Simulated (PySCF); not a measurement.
# C6H8Cl2O (triplet): open-shell or spin-flip excitations

What do calculations give for the open-shell or spin-flip excitations of C6H8Cl2O (triplet) (`CC(C)/C(=C/Cl)C(=O)Cl`)?

Computed with PySCF 2.14.0 and routines of our own; the level stands in each step. Atoms count from 0.

### 1 The starting structure

17 atoms, charge 0, multiplicity 3; geometry from: GFN2-xTB.

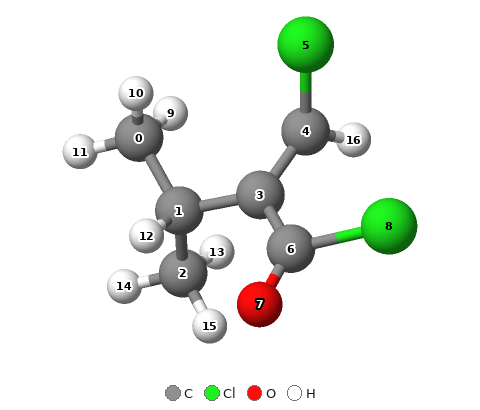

The starting geometry (carbon grey, chlorine green, oxygen red, hydrogen white).

### 2 Open-shell or spin-flip excitations: unrestricted TDDFT B3LYP/def2-SVP

What the job is given:

```
{"job": {"kind": "uabs", "xc": "B3LYP", "basis": "def2-SVP", "nstates": 10, "tda": false}, "charge": 0, "multiplicity": 3}
C     -1.624508     0.283876     0.733655
C     -0.476688    -0.542980     0.167014
C     -0.770646    -0.945097    -1.293004
C      0.828150     0.187372     0.202752
C      0.886236     1.623565     0.172458
Cl     0.980941     2.482551     1.642568
C      2.004128    -0.625101     0.214933
O      2.081338    -1.823762     0.212365
Cl     3.506224     0.347257     0.205316
H     -1.766076     1.190374     0.150243
H     -1.423376     0.563726     1.764166
H     -2.543361    -0.296123     0.705438
H     -0.356029    -1.472188     0.735491
H     -0.865373    -0.058613    -1.914630
H     -1.701957    -1.504016    -1.328852
H      0.028841    -1.569685    -1.680526
H      1.205159     2.170874    -0.699299
```

Level: unrestricted TDDFT B3LYP/def2-SVP, vertical, gas phase, core orbitals frozen in the response.

The run is started by

```sh
$ OMP_NUM_THREADS=1 python excited_run.py task.json out
```

The driver reads the jobs from task.json and runs them one after another.

What it wrote:

```text
coarse grid: 15816 points
cycle   1  E = -1228.1573110532  dE =  1.179e+00  |g| = 6.345e-01  |ddm| = 3.208e+00
cycle   2  E = -1227.0451032056  dE =  1.112e+00  |g| = 1.692e+00  |ddm| = 2.351e+00
cycle   3  E = -1228.3038890373  dE = -1.259e+00  |g| = 2.309e-01  |ddm| = 1.958e+00
cycle   4  E = -1228.3291946838  dE = -2.531e-02  |g| = 1.018e-01  |ddm| = 4.330e-01
cycle   5  E = -1228.3343584158  dE = -5.164e-03  |g| = 2.515e-02  |ddm| = 1.372e-01
cycle   6  E = -1228.3347010632  dE = -3.426e-04  |g| = 1.127e-02  |ddm| = 4.344e-02
cycle   7  E = -1228.3347950310  dE = -9.397e-05  |g| = 4.612e-03  |ddm| = 2.371e-02
cycle   8  E = -1228.3348171501  dE = -2.212e-05  |g| = 2.079e-03  |ddm| = 1.195e-02
cycle   9  E = -1228.3348216706  dE = -4.520e-06  |g| = 9.549e-04  |ddm| = 4.960e-03
final grid: 144928 points
cycle  10  E = -1228.4929540869  dE = -4.667e-05  |g| = 5.104e-03  |ddm| = 3.430e-02
cycle  11  E = -1228.4929356412  dE =  1.845e-05  |g| = 7.889e-03  |ddm| = 1.608e-02
cycle  12  E = -1228.4929673800  dE = -3.174e-05  |g| = 1.429e-03  |ddm| = 1.093e-02
cycle  13  E = -1228.4929682301  dE = -8.502e-07  |g| = 4.012e-04  |ddm| = 1.767e-03
cycle  14  E = -1228.4929683144  dE = -8.428e-08  |g| = 1.507e-04  |ddm| = 6.421e-04
cycle  15  E = -1228.4929683405  dE = -2.615e-08  |g| = 8.772e-05  |ddm| = 3.292e-04
cycle  16  E = -1228.4929683500  dE = -9.440e-09  |g| = 2.781e-05  |ddm| = 2.142e-04
cycle  17  E = -1228.4929683512  dE = -1.246e-09  |g| = 1.297e-05  |ddm| = 9.522e-05
cycle  18  E = -1228.4929683513  dE = -1.178e-10  |g| = 3.725e-06  |ddm| = 2.376e-05
converged SCF energy = -1228.4929683513

Static polarisability (au): isotropic 84.557, principal 63.875 89.996 99.801

<S^2> of the reference = 2.0095 (exact 2.0000)

Excitations
state   eV       nm        f      <S^2>   main configurations
  1   2.3066    537.5   0.00010   2.089   Hb->Lb 0.92
  2   3.3222    373.2   0.00113   2.038   H-1b->Lb 0.53, H-2b->Lb 0.39
  3   3.4024    364.4   0.00525   2.085   H-2b->Lb 0.54, H-1b->Lb 0.41
  4   3.6019    344.2   0.00199   2.025   H-3b->Lb 0.95
  5   4.4401    279.2   0.00105   2.037   H-4b->Lb 0.91
  6   4.5054    275.2   0.00107   2.075   Ha->La 0.76, Hb->L+1b 0.17
  7   4.6005    269.5   0.00456   2.024   H-5b->Lb 0.74, H-6b->Lb 0.09
  8   4.6652    265.8   0.01083   2.028   Hb->L+1b 0.54, Ha->La 0.13, H-3b->L+1b 0.13, H-5b->Lb 0.10
  9   4.7580    260.6   0.02082   2.022   H-6b->Lb 0.83, H-5b->Lb 0.13
 10   4.8165    257.4   0.00563   2.025   H-3b->L+1b 0.71, Hb->L+1b 0.18
```

It took 91 s on 1 thread of Arm Neoverse V2, shared host; peak memory 0.7 GiB.

Key values:

```csv
quantity,value
⟨S²⟩,2.010
```

Löwdin spin populations:

C0 0.01; C1 0.02; C2 0.04; C3 0.64; C4 0.78; Cl5 0.18; C6 0.02; O7 0.22; Cl8 0.04; H9 0.00; H10 0.00; H11 0.00; H12 0.01; H13 0.00; H14 0.01; H15 0.00; H16 0.02

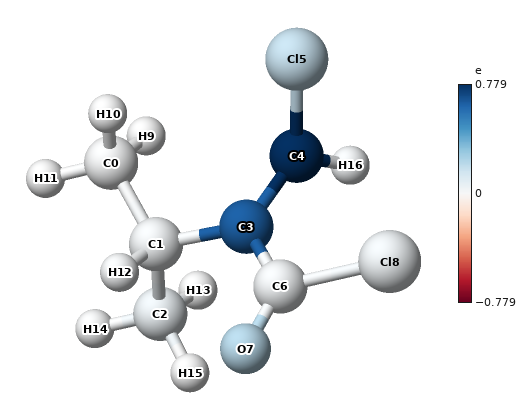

Löwdin spin populations, as colours on the atoms.

Orbitals, density, ELF and potential are computed afterwards from the orbital file.

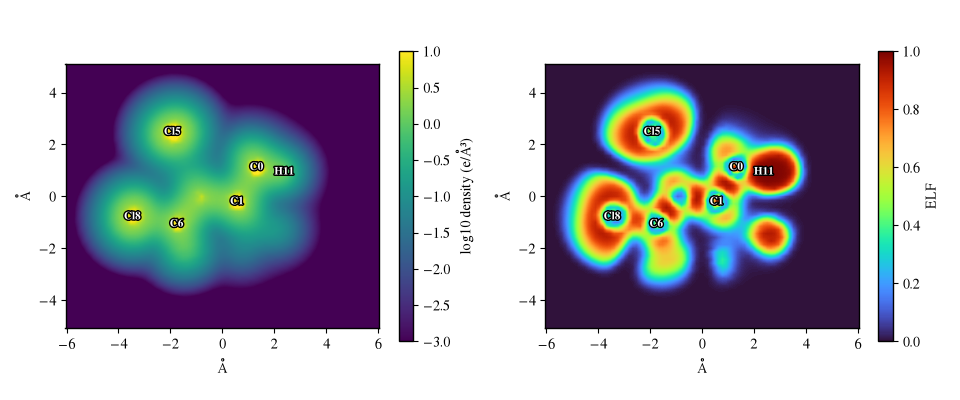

Density (left) and ELF (right) in a plane through or near 6 of the atoms.

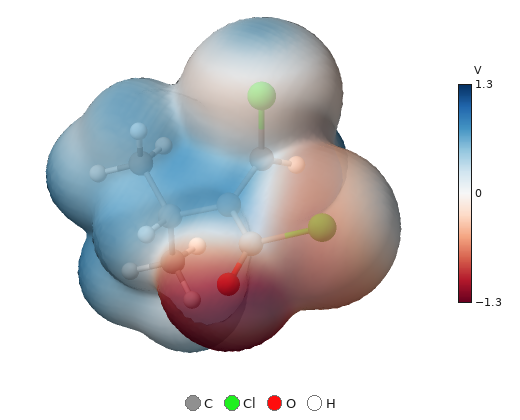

Electrostatic potential on the surface of density 0.002 e/bohr³; red is low, blue high. It runs from -1.30 V near O7 to 1.16 V near H16.

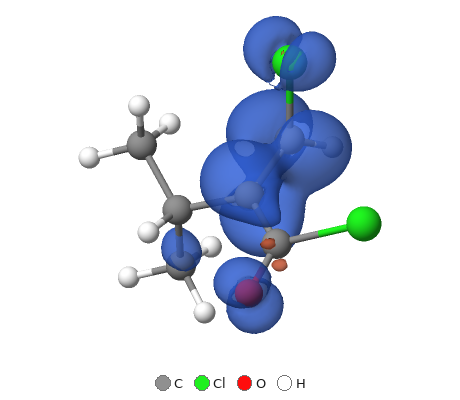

Spin density at ±0.04 e/Å³ (alpha excess blue, beta excess red).

### 3 Open-shell or spin-flip excitations: collinear spin-flip TDA PBE50/def2-SVP

The job, as its differences from that of step 2:

```diff
@@ -1,2 +1,2 @@
-{"job": {"kind": "uabs", "xc": "B3LYP", "basis": "def2-SVP", "nstates": 10, "tda": false}, "charge": 0, "multiplicity": 3}
+{"job": {"kind": "uabs", "xc": "PBE50", "basis": "def2-SVP", "nstates": 8, "spin_flip": true}, "charge": 0, "multiplicity": 3}
 C     -1.624508     0.283876     0.733655
```

With the program's defaults for keys left out, this is: collinear spin-flip TDA PBE50/def2-SVP, vertical, gas phase, core orbitals frozen in the response.

What it wrote:

```text
coarse grid: 15816 points
cycle   1  E = -1227.6592796741  dE =  1.468e+00  |g| = 5.956e-01  |ddm| = 3.140e+00
cycle   2  E = -1227.4294707302  dE =  2.298e-01  |g| = 1.001e+00  |ddm| = 1.720e+00
cycle   3  E = -1227.8287155046  dE = -3.992e-01  |g| = 8.109e-02  |ddm| = 1.150e+00
cycle   4  E = -1227.8322799898  dE = -3.564e-03  |g| = 5.271e-02  |ddm| = 1.879e-01
cycle   5  E = -1227.8340604455  dE = -1.780e-03  |g| = 1.265e-02  |ddm| = 8.692e-02
cycle   6  E = -1227.8343710012  dE = -3.106e-04  |g| = 7.919e-03  |ddm| = 3.421e-02
cycle   7  E = -1227.8345128169  dE = -1.418e-04  |g| = 4.054e-03  |ddm| = 2.492e-02
cycle   8  E = -1227.8345625903  dE = -4.977e-05  |g| = 2.248e-03  |ddm| = 1.491e-02
cycle   9  E = -1227.8345776700  dE = -1.508e-05  |g| = 1.030e-03  |ddm| = 8.319e-03
cycle  10  E = -1227.8345815158  dE = -3.846e-06  |g| = 5.273e-04  |ddm| = 5.013e-03
final grid: 144928 points
cycle  11  E = -1227.9291404857  dE = -2.330e-05  |g| = 4.253e-03  |ddm| = 2.364e-02
cycle  12  E = -1227.9291355847  dE =  4.901e-06  |g| = 5.765e-03  |ddm| = 1.068e-02
cycle  13  E = -1227.9291486509  dE = -1.307e-05  |g| = 6.112e-04  |ddm| = 5.991e-03
cycle  14  E = -1227.9291488668  dE = -2.160e-07  |g| = 2.105e-04  |ddm| = 7.604e-04
cycle  15  E = -1227.9291489418  dE = -7.497e-08  |g| = 1.191e-04  |ddm| = 4.749e-04
cycle  16  E = -1227.9291489867  dE = -4.493e-08  |g| = 7.114e-05  |ddm| = 4.126e-04
cycle  17  E = -1227.9291490062  dE = -1.949e-08  |g| = 3.383e-05  |ddm| = 3.589e-04
cycle  18  E = -1227.9291490088  dE = -2.607e-09  |g| = 1.224e-05  |ddm| = 1.320e-04
cycle  19  E = -1227.9291490092  dE = -3.824e-10  |g| = 5.440e-06  |ddm| = 5.358e-05
converged SCF energy = -1227.9291490092

<S^2> of the reference = 2.0242 (exact 2.0000)

Spin-flip excitations, energies against the reference
state   eV       nm        f      <S^2>   main configurations
  1   0.8325        -   0.00000   0.593   H-1a->Lb 0.71, Ha->Lb 0.18
  2   0.9881   7968.1   0.00001   1.502   Ha->L+1b 0.78, H-1a->Lb 0.08
  3   1.9150   1145.4   0.00595   0.219   Ha->Lb 0.72, H-1a->Lb 0.13
  4   3.1823    527.6   0.00462   1.079   H-2a->Lb 0.60, H-3a->Lb 0.17
  5   4.3250    355.0   0.00369   0.192   H-1a->L+1b 0.87
  6   4.5456    333.9   0.01971   1.061   H-5a->Lb 0.49, H-4a->Lb 0.13
  7   4.7186    319.0   0.00282   1.061   H-3a->Lb 0.39, H-4a->Lb 0.36, H-2a->Lb 0.15
  8   4.9442    301.5   0.00316   1.067   H-4a->Lb 0.33, H-3a->Lb 0.33, H-5a->Lb 0.22
```

Wall time 32 s (1 thread of Arm Neoverse V2, shared host); peak memory 0.64 GiB.

The ⟨S²⟩ below is that of the reference state, of multiplicity 3.

In short:

```csv
quantity,value
⟨S²⟩,2.024
```

### 4 Open-shell or spin-flip excitations: unrestricted TDDFT PW91/def2-SVP

The job, as its differences from that of step 3:

```diff
@@ -1,2 +1,2 @@
-{"job": {"kind": "uabs", "xc": "PBE50", "basis": "def2-SVP", "nstates": 8, "spin_flip": true}, "charge": 0, "multiplicity": 3}
+{"job": {"kind": "uabs", "xc": "PW91", "basis": "def2-SVP", "nstates": 6, "tda": false, "scf": {"conv": 1e-06, "fallback": true}}, "charge": 0, "multiplicity": 3}
 C     -1.624508     0.283876     0.733655
```

Method: unrestricted TDDFT PW91/def2-SVP, vertical, gas phase, core orbitals frozen in the response.

What it wrote:

```text
final grid: 144928 points
cycle   1  E = -1228.1258532315  dE =  1.012e+00  |g| = 6.662e-01  |ddm| = 3.279e+00
cycle   2  E = -1225.9062957222  dE =  2.220e+00  |g| = 2.094e+00  |ddm| = 2.831e+00
cycle   3  E = -1228.2077517779  dE = -2.301e+00  |g| = 4.500e-01  |ddm| = 2.605e+00
cycle   4  E = -1228.3136984767  dE = -1.059e-01  |g| = 1.316e-01  |ddm| = 7.331e-01
cycle   5  E = -1228.3206188607  dE = -6.920e-03  |g| = 6.448e-02  |ddm| = 2.264e-01
cycle   6  E = -1228.3226710321  dE = -2.052e-03  |g| = 1.930e-02  |ddm| = 1.069e-01
cycle   7  E = -1228.3228708612  dE = -1.998e-04  |g| = 7.190e-03  |ddm| = 4.009e-02
cycle   8  E = -1228.3228961283  dE = -2.527e-05  |g| = 3.682e-03  |ddm| = 1.650e-02
cycle   9  E = -1228.3229029348  dE = -6.806e-06  |g| = 1.580e-03  |ddm| = 6.759e-03
cycle  10  E = -1228.3229043069  dE = -1.372e-06  |g| = 6.369e-04  |ddm| = 2.775e-03
cycle  11  E = -1228.3229045036  dE = -1.967e-07  |g| = 2.207e-04  |ddm| = 9.335e-04
converged SCF energy = -1228.3229045036

Static polarisability (au): isotropic 88.218, principal 64.967 94.578 105.109

<S^2> of the reference = 2.0053 (exact 2.0000)

Excitations
state   eV       nm        f      <S^2>   main configurations
  1   1.9333    641.3   0.00027   2.030   Hb->Lb 1.00
  2   2.6199    473.2   0.00073   2.019   H-1b->Lb 0.94
  3   2.8247    438.9   0.00326   2.031   H-2b->Lb 0.74, H-3b->Lb 0.18
  4   2.8668    432.5   0.00406   2.023   H-3b->Lb 0.81, H-2b->Lb 0.18
  5   3.6052    343.9   0.00861   2.018   Hb->L+1b 0.91
  6   3.7616    329.6   0.00137   2.019   H-4b->Lb 0.93
```

Run time: 59 s. Hardware: 1 thread of Arm Neoverse V2, shared host; peak memory 0.59 GiB.

From this job:

```csv
quantity,value
⟨S²⟩,2.005
```

### 5 Outcome

| quantity | value |
| --- | --- |
| lowest and brightest state of nearly pure spin, of 10 (step 2, unrestricted TDDFT B3LYP/def2-SVP) | 2.31 eV; 4.76 eV, f = 0.021 |
| potential on the surface of density 0.002 e/bohr³, 1st and 99th percentile | -1.30 V and 1.16 V |
| lowest and brightest state of nearly pure spin, of 6 (step 4, unrestricted TDDFT PW91/def2-SVP) | 1.93 eV; 3.61 eV, f = 0.009 |

What this shows: The spin-flip states are mixed in spin. The lowest state of nearly pure spin runs from 1.93 to 2.31 eV over the runs.
